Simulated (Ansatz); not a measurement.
**Ge₂H₃ (doublet): correlated methods under varied settings at distance Ge1–H3 = 1.548 Å**

What do other methods and options give for Ge₂H₃ (doublet) at this geometry, and how long do they take?

Program: Ansatz 0.2.0, Gaussian basis. Level of theory: the settings change from run to run. These are calculated values, not measurements.

25 further runs of the same task are left out: 1 for a known fault of the program, 1 for a mislabelled method, 15 that didn't finish, 8 set aside as unsound or not needed.

## (1) What is computed

The geometry derives from a PBE0/def2-TZVP stationary point (not a proven minimum). One bond is set to the value named and the two fragments are kept rigid. No spin-orbit coupling is included. The filled d shell of Ge may be among the frozen orbitals whatever the setting's name suggests; the logs give the count.

5 atoms, charge 0, spin multiplicity 2.

Atoms are counted from 1 here; the program's logs count them from 0.

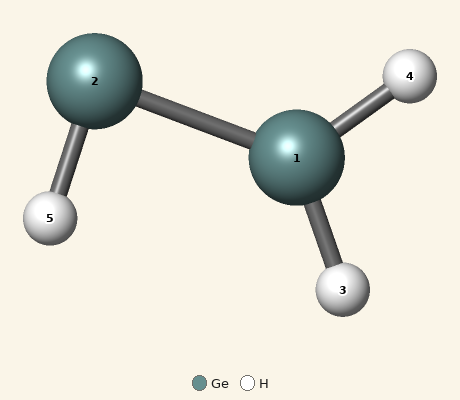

The geometry (germanium teal, hydrogen white); atoms are numbered from 1 in the order of the file.

Coordinates:

```
Ge    0.0000    0.0132    1.1812
Ge    0.0000   -0.0343   -1.2234
H     0.0000    1.2193    2.1518
H     0.0000   -1.2552    2.0686
H     0.0000    1.5605   -1.1845
```

## (2) NEVPT2(1,3)/STO-3G

Input file in.yaml:

```yaml
crystal:
  periodic: [false, false, false]
  atoms:
    - {symbol: Ge, position_ang: [0.000000, 0.013184, 1.181237]}
    - {symbol: Ge, position_ang: [0.000000, -0.034339, -1.223364]}
    - {symbol: H, position_ang: [0.000000, 1.219299, 2.151804]}
    - {symbol: H, position_ang: [0.000000, -1.255242, 2.068613]}
    - {symbol: H, position_ang: [0.000000, 1.560523, -1.184463]}
basis:
  gaussian: {orbitals: STO-3G}
magnetization: {spin_polarized: false, initial_magnetization: 1}
correlation: {method: sc_nevpt2, electrons: outside_noble_gas, active_space: {window: {electrons: 1, orbitals: 3}, states: [{multiplicity: 2, weights: [1, 0.5, 0.5]}], root: 1}}
output: {forces: true}
```

Started as:

```sh
$ ansatz run in.yaml --threads 1 --pin off --events-out ev --progress --plain --max-ram 2393MiB
```

The program printed (excerpt; [...] marks lines left out):

```text
Functional definition: HF
  name "HF"
  cite "Fock, Z. Phys. 61, 126 (1930) doi:10.1007/BF01340294"
  parent pbe
[...]
503 factors; integrals over basis functions are off by at most 3.5e-8 eV
[...]
mean field -111706.93835317 eV, -4105.1542667966 hartree, gradient 8.2e-6 eV, S^2 0.750000; 3 other end points of the search recorded, 0 dependent functions left out
reference -111706.93835317 eV, -4105.1542667966 hartree; 34, 33 occupied and 5, 6 virtual orbitals, 503 factors
state -111706.82943527 eV, -4105.1502641376 hartree
state -111703.12036639 eV, -4105.0139583704 hartree
state -111700.19594206 eV, -4104.9064877584 hartree
state -111706.82943527 eV, -4105.1502641376 hartree; corrected -111708.49663739 eV, -4105.2115326854 hartree
state -111703.12036639 eV, -4105.0139583704 hartree; corrected -111704.95763933 eV, -4105.0814769055 hartree
state -111700.19594206 eV, -4104.9064877584 hartree; corrected -111701.72705245 eV, -4104.9627550277 hartree
[...]
Total energy: -111704.95763933 eV, -4105.0814769055 hartree
Atom 0 at     0.000000     0.013184     1.181237 Å, force     0.000000     0.057510     4.700633 eV/Å
Atom 1 at     0.000000    -0.034339    -1.223364 Å, force    -0.000000     1.567288    -3.375389 eV/Å
Atom 2 at     0.000000     1.219299     2.151804 Å, force    -0.000000    -1.287069    -0.646709 eV/Å
Atom 3 at     0.000000    -1.255242     2.068613 Å, force     0.000000     1.401941    -0.714270 eV/Å
Atom 4 at     0.000000     1.560523    -1.184463 Å, force     0.000000    -1.739670     0.035735 eV/Å
Dipole moment:     0.000000     0.035963     0.835488 e Å
```

Run time: 2 s. Hardware: 1 thread of AMD EPYC 9R14, shared host.

From the report: 2 determinants; active occupations (of the averaged states) 0.50, 0.25, 0.25.

## (3) CCSD on ROHF/cc-pVDZ

in.yaml, as its differences from that of step 2:

```diff
@@ -9,5 +9,4 @@
 basis:
-  gaussian: {orbitals: STO-3G}
+  gaussian: {orbitals: cc-pVDZ}
 magnetization: {spin_polarized: false, initial_magnetization: 1}
-correlation: {method: sc_nevpt2, electrons: outside_noble_gas, active_space: {window: {electrons: 1, orbitals: 3}, states: [{multiplicity: 2, weights: [1, 0.5, 0.5]}], root: 1}}
-output: {forces: true}
+correlation: {method: ccsd, electrons: outside_noble_gas}
```

Launched as before.

The program printed (excerpt; [...] marks lines left out):

```text
Functional definition: HF
  name "HF"
  cite "Fock, Z. Phys. 61, 126 (1930) doi:10.1007/BF01340294"
  parent pbe
[...]
785 factors; integrals over basis functions are off by at most 1.2e-3 eV
[...]
mean field -112991.42565385 eV, -4152.3583044400 hartree, gradient 8.6e-6 eV, S^2 0.750000; 4 other end points of the search recorded, 0 dependent functions left out
[...]
determinant -112991.42565385 eV, -4152.3583044400 hartree, with singles and doubles -112996.97503753 eV, -4152.5622405287 hartree
determinant -112989.73379952 eV, -4152.2961299399 hartree, with singles and doubles -112995.70521356 eV, -4152.5155753585 hartree
determinant -112988.35752219 eV, -4152.2455526812 hartree, with singles and doubles -112994.18187231 eV, -4152.4595936002 hartree
28 core orbitals not correlated: weight in the atoms' cores, before any rotation towards them, 0.999 or more for the frozen orbitals, at most 0.000 for the correlated occupied ones
reference -112991.42565385 eV, -4152.3583044400 hartree; 6, 5 occupied and 35, 36 virtual orbitals, 785 factors
second order -4.44891071 eV of doubles, -0.03576984 eV of singles
cycle   1  -5.54927906 eV  change    1.0e-4 eV  update   6.8e-4
[...]
cycle   7  -5.54923774 eV  change    1.9e-6 eV  update   1.7e-6
Total energy: -112996.97489159 eV, -4152.5622351654 hartree
```

Run time: 8 s. Hardware: 1 thread of AMD EPYC 9R14, shared host.

From the report: correlation -5.5492 eV; T1 0.018; largest double amplitude 0.06.

## (4) CCSDT on UHF/STO-3G

in.yaml, as its differences from that of step 3:

```diff
@@ -9,4 +9,6 @@
 basis:
-  gaussian: {orbitals: cc-pVDZ}
-magnetization: {spin_polarized: false, initial_magnetization: 1}
-correlation: {method: ccsd, electrons: outside_noble_gas}
+  gaussian: {orbitals: STO-3G}
+magnetization: {spin_polarized: true, initial_magnetization: 1}
+correlation: {method: ccsdt, electrons: valence}
+scf: {omitted_lower_state_checks: [cluster_reference]}
+output: {forces: true}
```

Same command.

The program printed (excerpt; [...] marks lines left out):

```text
Functional definition: HF
  name "HF"
  cite "Fock, Z. Phys. 61, 126 (1930) doi:10.1007/BF01340294"
  parent pbe
[...]
503 factors; integrals over basis functions are off by at most 3.5e-8 eV
[...]
mean field -111707.00412820 eV, -4105.1566839845 hartree, gradient 1.7e-6 eV, S^2 0.764449; 2 other end points of the search recorded, 0 dependent functions left out
18 core orbitals not correlated: weight in the atoms' cores, before any rotation towards them, 1.000 or more for the frozen orbitals, at most 0.000 for the correlated occupied ones
reference -111707.00412820 eV, -4105.1566839845 hartree; 16, 15 occupied and 5, 6 virtual orbitals, 503 factors
second order -1.63150898 eV of doubles, -0.00000000 eV of singles
cycle   1  -2.12352559 eV  change   -4.9e-1 eV  update   7.7e-2
[...]
cycle  29  -2.51054410 eV  change   -5.2e-9 eV  update   2.9e-8
[...]
Total energy: -111709.51467230 eV, -4105.2489447785 hartree
Atom 0 at     0.000000     0.013184     1.181237 Å, force    -0.000000    -0.281463     0.919709 eV/Å
Atom 1 at     0.000000    -0.034339    -1.223364 Å, force    -0.000000     1.596048     1.352225 eV/Å
Atom 2 at     0.000000     1.219299     2.151804 Å, force    -0.000000    -1.196440    -1.096734 eV/Å
Atom 3 at     0.000000    -1.255242     2.068613 Å, force     0.000000     1.299291    -0.963357 eV/Å
Atom 4 at     0.000000     1.560523    -1.184463 Å, force     0.000000    -1.417436    -0.211844 eV/Å
Dipole moment:     0.000000     0.048083     0.048050 e Å
Checks for a lower state left out: cluster_reference
```

Run time: 26 s. Hardware: 1 thread of AMD EPYC 9R14, shared host; peak memory 0.35 GiB.

From the report: ⟨S²⟩ of the determinant 0.764 (pure doublet: 0.75); correlation -2.5105 eV; T1 0.011; largest double amplitude 0.08.

## (5) The runs in one table

Where basis and cores are those of an earlier UCCSDT(Q)/cc-pVDZ run (-112997.1937 eV), and the state is the same kind, the miss against it is given.

| level | correlated | functions | energy (eV) | from UCCSDT(Q) (meV) | time |
| --- | --- | --- | --- | --- | --- |
| NEVPT2(1,3)/STO-3G (excited root 1 of an average) | outside noble gas | 39 | -111704.9576 |  | 2 s |
| CCSD on ROHF/cc-pVDZ | outside noble gas | 69 | -112996.9749 | 218.8 | 8 s |
| CCSDT on UHF/STO-3G | valence | 39 | -111709.5147 |  | 26 s |

## (6) Summary of results

| quantity | value |
| --- | --- |
| runs | 3 |
| quickest | NEVPT2(1,3)/STO-3G (excited root 1 of an average), 2 s |
| slowest | CCSDT on UHF/STO-3G, 26 s |

In words: Total energies in different bases, with other cores or another treatment of relativity can't be set against each other. CCSDT on UHF/STO-3G took 13 times as long as NEVPT2(1,3)/STO-3G (excited root 1 of an average); the jobs differ in more than the method.
